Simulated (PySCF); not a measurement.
## A study: H4P2, SMILES `PP`

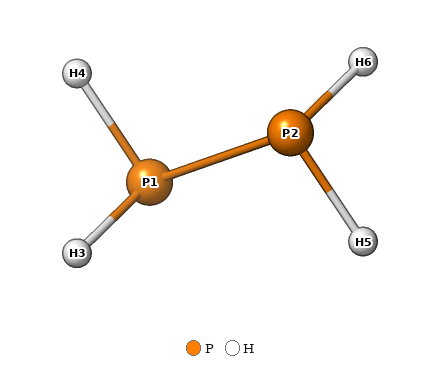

The molecule, with its atoms numbered as below. No frequency check shows the geometry to be a minimum.

Geometry (Å), atoms numbered from 1:

```
P1       1.0688    0.0000   -0.1302
P2      -1.0688    0.0000    0.1302
H3       1.2785    1.0034    0.8165
H4       1.2785   -1.0033    0.8165
H5      -1.2785    1.0034   -0.8165
H6      -1.2785   -1.0033   -0.8165
```

## 1. Bonding charge

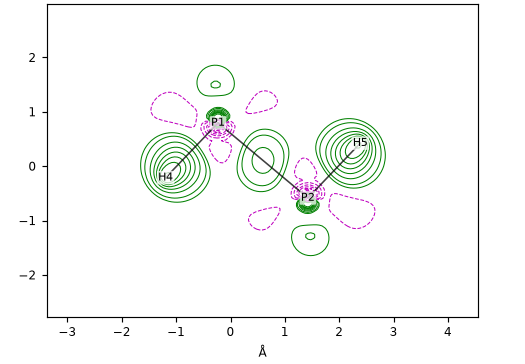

Deformation density (molecule less spherical, spin-averaged free atoms) in the plane of P1, P2, H4 and H5; contours at ±0.05 to ±0.8 e/Å³; solid green lines: gain, dashed magenta lines: loss.

Level of theory: ωB97X/def2-SVP (PySCF), at a geometry from GFN2-xTB.

Describe the bonding that the map shows.

Answer. P1–P2: +0.25 e/Å³ at the bond critical point (bond length 2.15 Å, Mayer order 1.1). P1–H4 and P2–H5: +0.18 e/Å³ at the bond critical point (bond length 1.40 Å, Mayer order 1.0). In all, 1.4 electrons gather in the regions of gain relative to the promolecule.

Where do the Hirshfeld charges lie?

Answer. The highest Hirshfeld charge is on P1 and P2 (+0.03 e), the lowest on H3, H4, H5 and H6 (−0.02 e).

## 2. Electrostatic potential

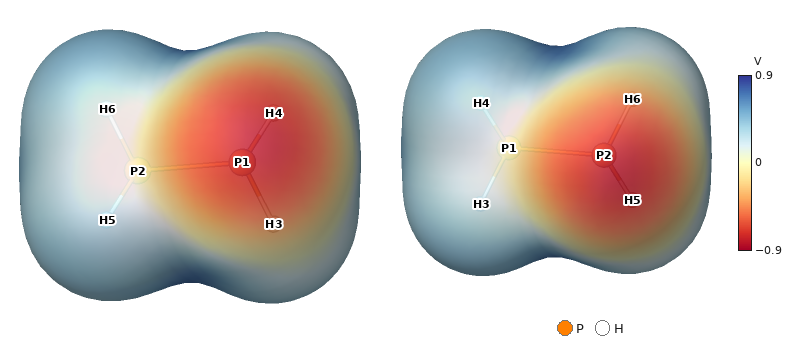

Electrostatic potential on the surface of electron density 0.001 a.u. (back view left, front view right).

Where are the extremes of the potential on the surface?

Answer. Highest: 0.73 V, near H6 (1.79 Å) and H4 (1.91 Å), and at like points elsewhere. Further maxima include 0.46 V, near H5 (1.80 Å) and H6 (2.01 Å), over P2 (2.1 Å). Lowest: −0.82 V, 2.3 Å from P2, and at like points elsewhere. The surface is sampled at points, so like sites can differ by a few per cent and only the strongest of them is named.

What volume does the surface enclose, and what is the dipole moment?

Answer. About 91 Å³; the dipole moment is 0.0 D.

## 3. In an electric field

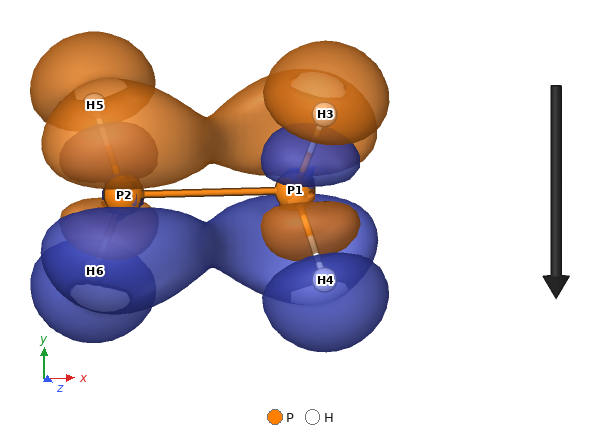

Change of the electron density in a uniform field of 0.51 V/Å along −y (arrow), surfaces at ±0.004 e/Å³ (orange: gain, blue: loss).

Computed with PySCF, PBE0/def2-TZVP, geometry: GFN2-xTB. A basis without diffuse functions makes polarisabilities too small.

The field was applied in both directions; the picture shows the one opposite to the script's first.

What dipole is induced, and what polarisability does it imply?

Answer. The induced dipole is 1.13 D (along the field); α along this axis, from the fields in both directions, is 44 bohr³ (6.6 Å³).
